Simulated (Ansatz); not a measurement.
# BaLa2S4 (I-42d): the host for defect calculations, part 2 of 4

Before any defect goes in: BaLa2S4 (I-42d) at rest, and how it screens a charge.

Ansatz 0.2.0; plane-wave PAW DFT, PBEsol; relaxation of the host's cell and atoms (the session's first sound run).

So far: The starting structure; Host cell relaxation. The relaxed cell has a = 8.822, c = 8.780 Å (conventional setting).

**3. Dielectric tensors of the host**

The response to a uniform electric field gives the electronic dielectric tensor.

This step: plane-wave PAW DFPT, PBEsol; dielectric tensors, Born charges and zone-centre modes of the host (Ansatz 0.2.0).

Input file eps/input.yaml:

```yaml
crystal:
  lattice:
    - [-4.4112080961, 4.4112080961, 4.3900688991]
    - [4.4112080961, -4.4112080961, 4.3900688991]
    - [4.4112080961, 4.4112080961, -4.3900688991]
  atoms:
    - { symbol: Ba, position: [0.25, 0.75, 0.5] }
    - { symbol: Ba, position: [0.5, 0.5, 0.0] }
    - { symbol: La, position: [0.375, 0.2526372639, 0.3776372639] }
    - { symbol: La, position: [0.7473627361, 0.125, 0.1223627361] }
    - { symbol: La, position: [0.875, -0.0026372639, 0.6223627361] }
    - { symbol: La, position: [1.0026372639, 0.625, 0.8776372639] }
    - { symbol: S, position: [0.6396011783, 0.2276343784, 0.7466992208] }
    - { symbol: S, position: [0.4809351576, 0.8929019575, 0.2533007792] }
    - { symbol: S, position: [0.2690648424, 0.0223656216, 0.9119667999] }
    - { symbol: S, position: [0.6429019575, 0.7309351576, 0.7533007792] }
    - { symbol: S, position: [0.9776343784, 0.8896011783, 0.2466992208] }
    - { symbol: S, position: [0.1070980425, 0.3603988217, 0.5880332001] }
    - { symbol: S, position: [0.7723656216, 0.5190648424, 0.4119667999] }
    - { symbol: S, position: [0.1103988217, 0.3570980425, 0.0880332001] }
basis:
  ecutwfc: 420
hamiltonian:
  xc: pbesol
kpoints:
  mp_grid: { grid: [4, 4, 4] }
scf:
  occupations: { method: fixed }
  max_iter: 100
phonons:
  method: dfpt
  dielectric: true
  rigid_motions: translations
```

On the command line:

```
$ ansatz run input.yaml --threads 4 --pin off --max-ram 7536MiB --backend cpu --events-out ev --progress --plain --runs-dir out
```

Numbers of over 12 decimals in the logs are rounded to 6 here.

The log of the run:

```text
[...]
Crystal: 14 atoms, lattice volume = 341.701 Å³
Basis set: ecut = 420 eV, 6675 PW (Γ), exchange–correlation on 120×120×120 points (8 copies of the dense FFT grid, shifted against one another)
Bands: 70, of which v1, the nominal top of the filled ones, is band 56 counted from 1 (55 counted from 0)
Symmetry: 8 space group operations
k-points: 36 of 64 (irreducible under 1 space group operation, time reversal used)
[...]
SCF iter   1: F=—  HF=-43480.698696 eV  |F-HF|=—  |Δ(HF+E_count)|=         —  Δρ=5.48e-3  dr2=1.54e-1  ethr=1.77e-3  ⟨swp⟩=6.4  Hψ=11120  notcnv=0  defer=375
[...]
SCF iter   9: F=-43480.669986 eV  HF=-43480.669986 eV  |F-HF|=7.28e-12  |Δ(HF+E_count)|=  9.46e-11  Δρ=5.79e-8  dr2=1.48e-11  ethr=1.00e-12  ⟨swp⟩=22.7  Hψ=20076  notcnv=0
SCF 1 converged in 9 iterations: F = -43480.669986 eV  dr2 = 1.48e-11
[...]
NSCF: frozen V_eff on 1 k-points
DFPT response loops at Γ: preconditioner auto → Resta (q_TF=auto, 2.265 Å⁻¹)  ε∞=5.6 (no band partly filled); β = 1.00, the filter's whole step (`scf.mixing.beta` (0.50) is not read by the response loops at its default; [...]
── the response to a field inside a basis, on 4×4×4 k-points: an SCF that follows is theirs, and a resumed run solves both again ──
Bands: 57, of which v1, the nominal top of the filled ones, is band 56 counted from 1 (55 counted from 0)
k-points: 11 of 64 (time reversal used)
[...]
Eigensolver: Dense (11 Hₖ)
SCF iter   1: F=—  HF=-43480.024167 eV  |F-HF|=—  |Δ(HF+E_count)|=         —  Δρ=5.29e-4  dr2=4.66e-4  ethr=1.00e-1
[...]
SCF iter   5: F=-43480.024246 eV  HF=-43480.024246 eV  |F-HF|=1.10e-8  |Δ(HF+E_count)|=   2.28e-7  Δρ=2.60e-6  dr2=3.49e-8  ethr=4.81e-10
SCF 1 converged in 5 iterations: F = -43480.024246 eV  dr2 = 3.49e-8
[...]
SCF converged after 9 iterations
Free energy (F): -43480.669986 eV
[...]
Internal energy: -43480.669986 eV  (E = F + TS)
E sigma→0 (E₀):  -43480.669986 eV
Fermi energy:    8.957532 eV
[...]
--- Band table (eV; the first three rows and the last of 36) ---
[...]
[... further k-points left out ...]
--- Phonons (Γ-DFPT): 8 representative perturbations + reference, on 36 of 64 k-points (Σ response iterations 32) ---
  k mesh reduced under 1 symmetry operation, with k and −k counted as one. Each operation leaves every solved perturbation unchanged. A smaller set is not considered because the run solves the response to a homogeneous field
  ASR residual: 7.029e-5 → 0.000e0 eV/Å²; symmetrization residual: 3.213e-6 eV/Å²
  ASR residual per site (eV/Å²): 7.03e-5 7.03e-5 4.76e-5 4.76e-5 4.76e-5 4.76e-5 1.64e-5 1.64e-5 1.64e-5 1.64e-5 1.64e-5 1.64e-5 1.64e-5 1.64e-5
  Γ frequencies (cm⁻¹): 0.00 0.00 0.00 81.36 81.36 82.97 83.91 92.42 96.50 98.23 98.23 116.55 120.73 120.73 128.84 131.93 131.93 131.97 152.99 153.34 153.34 173.36 173.42 173.42 178.86 187.39 187.39 195.58 196.15 207.98 207.98 215.54 220.55 220.55 222.68 [...]
  ε∞ (high-frequency dielectric tensor):
        7.762798    -0.000000     0.000000
       -0.000000     7.762798     0.000000
        0.000000     0.000000     7.539679
  ε⁰ (static dielectric tensor: ions relaxed, cell fixed):
       20.969333    -0.000000    -0.000000
       -0.000000    20.969333    -0.000000
       -0.000000    -0.000000    18.134074
  ε⁰ − ε∞ (ionic part):
       13.206535    -0.000000    -0.000000
       -0.000000    13.206535    -0.000000
       -0.000000    -0.000000    10.594395
  softest optical mode at Γ: 81.36 cm⁻¹; the repairs (sum rule, projections) moved no ω² at Γ by more than (1.16 cm⁻¹)²
  Born effective charges Z* (e; rows j = field, columns β = displacement):
    site 0:
         2.58085   -0.09967    0.00000
         0.09967    2.58085    0.00000
         0.00000    0.00000    2.90293
    site 1:
         2.58085    0.09967    0.00000
        -0.09967    2.58085    0.00000
         0.00000    0.00000    2.90293
    site 2:
         3.83431   -0.00000    0.00000
        -0.00000    4.26858    0.47456
         0.00000    0.45749    4.04797
    site 3:
         4.26858    0.00000   -0.47456
        -0.00000    3.83431    0.00000
        -0.45749    0.00000    4.04797
    site 4:
         3.83431   -0.00000    0.00000
        -0.00000    4.26858   -0.47456
         0.00000   -0.45749    4.04797
    site 5:
         4.26858    0.00000    0.47456
        -0.00000    3.83431    0.00000
         0.45749    0.00000    4.04797
    site 6:
        -2.41966    0.13760   -0.18118
         0.16563   -2.92221    0.21240
        -0.10883    0.28345   -2.74972
    site 7:
        -2.41966    0.13760    0.18118
         0.16563   -2.92221   -0.21240
         0.10883   -0.28345   -2.74972
    site 8:
        -2.41966   -0.13760   -0.18118
        -0.16563   -2.92221   -0.21240
        -0.10883   -0.28345   -2.74972
    site 9:
        -2.92221    0.16563   -0.21240
         0.13760   -2.41966    0.18118
        -0.28345    0.10883   -2.74972
    site 10:
        -2.92221    0.16563    0.21240
[...]
site 11:
[...]
site 12:
[...]
site 13:
[...]
Z* charge neutrality: 7.702e-2 e pre-enforcement
  solved inside a basis spanned on kpoints, on 4×4×4 k-points, its susceptibility summed on 8×8×8: ε∞ is read to err by 4.2e-2, Z* by 3.1e-2 e (field_mesh: kpoints solves on kpoints); Z* is corrected for what the basis lacks
  optical modes at Γ without the LO–TO term, one row a degenerate level:
      ω (cm⁻¹)  modes    IR ((D/Å)²/amu)
[...]
optical modes at Γ + LO–TO along q̂ = [1.0000, 0.0000, 0.0000]:
      ω (cm⁻¹)  modes    IR ((D/Å)²/amu)
[...]
optical modes at Γ + LO–TO along q̂ = [0.0000, 1.0000, 0.0000]:
      ω (cm⁻¹)  modes    IR ((D/Å)²/amu)
[...]
optical modes at Γ + LO–TO along q̂ = [0.0000, 0.0000, 1.0000]:
      ω (cm⁻¹)  modes    IR ((D/Å)²/amu)
[...]
196.15      1             0.0000
        207.98      2             1.9303
        215.54      1             0.0000
        217.12      1             0.7140
        220.55      2             2.6934
        234.13      1             0.0000
        241.52      1             0.0000
        254.62      1             0.0000
        262.33      1             0.0000
        264.45      2             0.5850
        273.98      1             0.0000
        294.38      1            56.5011
```

Elapsed: 11 min, on 4 threads of Intel Xeon Platinum 8175M at 2.50GHz (Skylake/Cascade Lake), shared host; peak memory 4.6 GiB.

Electronic dielectric tensor:

```
7.76 0.00 0.00
0.00 7.76 0.00
0.00 0.00 7.54
```

Static dielectric tensor:

```
20.97  0.00  0.00
 0.00 20.97  0.00
 0.00  0.00 18.13
```

The principal values of the electronic dielectric tensor are 7.54, 7.76 and 7.76. The principal values of the static dielectric tensor are 18.13, 20.97 and 20.97.

**4. Primitive cell on a dense mesh**

A dense mesh gives the host's converged energy, against which the supercell's sampling is tested.

This step: plane-wave PAW DFT, PBEsol; single point of the host's primitive cell on a dense mesh (Ansatz 0.2.0).

dense/input.yaml, as its differences from eps/input.yaml of step 3:

```diff
@@ -22,2 +22,3 @@
   ecutwfc: 420
+  xc_grid: 2
 hamiltonian:
@@ -25,9 +26,5 @@
 kpoints:
-  mp_grid: { grid: [4, 4, 4] }
+  mp_grid: { grid: [5, 5, 5] }
 scf:
-  occupations: { method: fixed }
-  max_iter: 100
-phonons:
-  method: dfpt
-  dielectric: true
-  rigid_motions: translations
+  occupations: { method: fermi_dirac, width: 0.01 }
+  max_iter: 80
```

The log of the run:

```text
[...]
Crystal: 14 atoms, lattice volume = 341.701 Å³
Basis set: ecut = 420 eV, 6675 PW (Γ), exchange–correlation on 108×108×108 points (8 copies of the dense FFT grid, shifted against one another)
Bands: 70, of which v1, the nominal top of the filled ones, is band 56 counted from 1 (55 counted from 0)
Symmetry: 8 space group operations
[...]
k-points: 18 of 125 (time reversal used)
[...]
SCF iter   1: F=—  HF=-43480.697506 eV  |F-HF|=—  |Δ(HF+E_count)|=         —  Δρ=5.45e-3  dr2=1.50e-1  ethr=1.77e-3  ⟨swp⟩=11.3  Hψ=6157  notcnv=0
[...]
SCF iter   7: F=-43480.670100 eV  HF=-43480.670100 eV  |F-HF|=4.13e-9  |Δ(HF+E_count)|=   1.02e-7  Δρ=1.70e-6  dr2=1.02e-8  ethr=3.05e-10  ⟨swp⟩=2.0  Hψ=2250  notcnv=0
SCF 1 converged in 7 iterations: F = -43480.670100 eV  dr2 = 1.02e-8
[...]
SCF converged after 7 iterations
Free energy (F): -43480.670100 eV
[...]
Internal energy: -43480.670100 eV  (E = F + TS)
E sigma→0 (E₀):  -43480.670100 eV
Fermi energy:    9.918987 eV
[...]
```

Wall time 11 s (4 threads); peak memory 1.1 GiB.

**5. Self-consistent run**

This step: plane-wave PAW DFT, PBEsol; single point of the defect-free supercell, a test of its k-points (Ansatz 0.2.0).

System of this step: BaLa2S4 (I-42d). The cell holds 56 atoms: 8 Ba, 16 La and 32 S. Its edges and angles: a = 12.447 Å, b = 12.447 Å, c = 12.477 Å, α = 59.9°, β = 59.9°, γ = 60.2°.

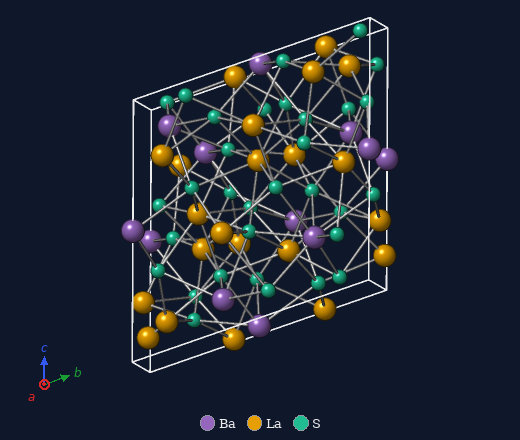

The cell of this step (barium purple, lanthanum orange, sulfur teal). Some periodic images of atoms are drawn too.

Input file pristine.sampling/input.yaml:

```yaml
crystal:
  lattice:
    - [0.0, 8.8224161922, 8.7801377982]
    - [8.8224161922, 0.0, 8.7801377982]
    - [8.8224161922, 8.8224161922, 0.0]
  atoms:
    - { symbol: Ba, position: [0.125, 0.625, 0.375] }
    - { symbol: Ba, position: [0.375, 0.875, 0.625] }
    - { symbol: Ba, position: [0.625, 0.125, 0.875] }
    - { symbol: Ba, position: [0.875, 0.375, 0.125] }
    - { symbol: Ba, position: [0.0, 0.0, 0.5] }
    - { symbol: Ba, position: [0.25, 0.25, 0.75] }
    - { symbol: Ba, position: [0.5, 0.5, 0.0] }
    - { symbol: Ba, position: [0.75, 0.75, 0.25] }
    - { symbol: La, position: [0.1236813681, 1.0013186319, 0.1263186319] }
    - { symbol: La, position: [0.3736813681, 0.2513186319, 0.3763186319] }
    - { symbol: La, position: [0.6236813681, 0.5013186319, 0.6263186319] }
    - { symbol: La, position: [0.8736813681, 0.7513186319, 0.8763186319] }
    - { symbol: La, position: [-0.0013186319, 0.3763186319, 0.3736813681] }
    - { symbol: La, position: [0.2486813681, 0.6263186319, 0.6236813681] }
    - { symbol: La, position: [0.4986813681, 0.8763186319, 0.8736813681] }
    - { symbol: La, position: [0.7486813681, 0.1263186319, 0.1236813681] }
    - { symbol: La, position: [0.2513186319, 0.3736813681, -0.0013186319] }
    - { symbol: La, position: [0.5013186319, 0.6236813681, 0.2486813681] }
    - { symbol: La, position: [0.7513186319, 0.8736813681, 0.4986813681] }
    - { symbol: La, position: [1.0013186319, 0.1236813681, 0.7486813681] }
    - { symbol: La, position: [0.1263186319, 0.7486813681, 1.0013186319] }
    - { symbol: La, position: [0.3763186319, -0.0013186319, 0.2513186319] }
    - { symbol: La, position: [0.6263186319, 0.2486813681, 0.5013186319] }
    - { symbol: La, position: [0.8763186319, 0.4986813681, 0.7513186319] }
    - { symbol: S, position: [0.2361174839, 0.824150684, 0.3432155264] }
    - { symbol: S, position: [0.4861174839, 0.074150684, 0.5932155264] }
    - { symbol: S, position: [0.7361174839, 0.324150684, 0.8432155264] }
    - { symbol: S, position: [0.9861174839, 0.574150684, 0.0932155264] }
    - { symbol: S, position: [0.074150684, 0.4861174839, 0.8465163056] }
    - { symbol: S, position: [0.324150684, 0.7361174839, 0.0965163056] }
    - { symbol: S, position: [0.574150684, 0.9861174839, 0.3465163056] }
    - { symbol: S, position: [0.824150684, 0.2361174839, 0.5965163056] }
    - { symbol: S, position: [0.2182155264, 0.9715163056, 0.8611174839] }
    - { symbol: S, position: [0.4682155264, 0.2215163056, 0.1111174839] }
    - { symbol: S, position: [0.7182155264, 0.4715163056, 0.3611174839] }
    - { symbol: S, position: [0.9682155264, 0.7215163056, 0.6111174839] }
    - { symbol: S, position: [0.1111174839, 0.199150684, 0.2215163056] }
    - { symbol: S, position: [0.3611174839, 0.449150684, 0.4715163056] }
    - { symbol: S, position: [0.6111174839, 0.699150684, 0.7215163056] }
    - { symbol: S, position: [0.8611174839, 0.949150684, 0.9715163056] }
    - { symbol: S, position: [0.199150684, 0.1111174839, 0.4682155264] }
    - { symbol: S, position: [0.449150684, 0.3611174839, 0.7182155264] }
    - { symbol: S, position: [0.699150684, 0.6111174839, 0.9682155264] }
    - { symbol: S, position: [0.949150684, 0.8611174839, 0.2182155264] }
    - { symbol: S, position: [0.0932155264, 0.3465163056, 0.574150684] }
    - { symbol: S, position: [0.3432155264, 0.5965163056, 0.824150684] }
    - { symbol: S, position: [0.5932155264, 0.8465163056, 0.074150684] }
    - { symbol: S, position: [0.8432155264, 0.0965163056, 0.324150684] }
    - { symbol: S, position: [0.0965163056, 0.8432155264, 0.7361174839] }
    - { symbol: S, position: [0.3465163056, 0.0932155264, 0.9861174839] }
    - { symbol: S, position: [0.5965163056, 0.3432155264, 0.2361174839] }
    - { symbol: S, position: [0.8465163056, 0.5932155264, 0.4861174839] }
    - { symbol: S, position: [0.2215163056, 0.4682155264, 0.199150684] }
    - { symbol: S, position: [0.4715163056, 0.7182155264, 0.449150684] }
    - { symbol: S, position: [0.7215163056, 0.9682155264, 0.699150684] }
    - { symbol: S, position: [0.9715163056, 0.2182155264, 0.949150684] }
basis:
  ecutwfc: 420
  xc_grid: 2
hamiltonian:
  xc: pbesol
kpoints:
  mp_grid: { grid: [1, 1, 1], shift: [0.25, 0.25, 0.25] }
scf:
  occupations: { method: fermi_dirac, width: 0.01 }
  max_iter: 80
```

The log of the run:

```text
[...]
Crystal: 56 atoms, lattice volume = 1366.805 Å³
Basis set: ecut = 420 eV, 26637 PW (Γ), exchange–correlation on 180×180×180 points (8 copies of the dense FFT grid, shifted against one another)
Bands: 280, of which v1, the nominal top of the filled ones, is band 224 counted from 1 (223 counted from 0)
Symmetry: 8 space group operations
k-points: 1
[...]
SCF iter   1: F=—  HF=-173922.525420 eV  |F-HF|=—  |Δ(HF+E_count)|=         —  Δρ=5.31e-3  dr2=5.57e-1  ethr=1.77e-3  ⟨swp⟩=11.0  Hψ=1298  notcnv=0  defer=7
[...]
SCF iter   7: F=-173922.424531 eV  HF=-173922.424531 eV  |F-HF|=3.32e-9  |Δ(HF+E_count)|=   3.78e-7  Δρ=1.78e-6  dr2=5.37e-8  ethr=2.23e-10  ⟨swp⟩=3.0  Hψ=525  notcnv=0
SCF 1 converged in 7 iterations: F = -173922.424531 eV  dr2 = 5.37e-8
[...]
SCF converged after 7 iterations
Free energy (F): -173922.424531 eV
[...]
Internal energy: -173922.424531 eV  (E = F + TS)
E sigma→0 (E₀):  -173922.424531 eV
Fermi energy:    9.958057 eV
[...]
```

Run time: 18 s. Hardware: 4 threads; peak memory 2.5 GiB; 62 s of CPU time.

This step gave:

```yaml
energy_over_dense_mesh: 0.004569 eV/atom
```

(Part 2 of 4 ends here.)

[Logs are printed without paths, hosts, clocks, repeated set-up lines and the standing remarks that a program may print on its own settings, such as how far it seeks lower states.]

[Hosts, paths, dates, database ids (printed as entryN), source tags and the programs' standing remarks are cut or masked in the printed files.]

[Runs of the host that timed out are not shown.]

[For some hosts the program warned that the k-mesh of the response run may be too coarse for force constants and the static dielectric constant; such warnings are not always shown.]
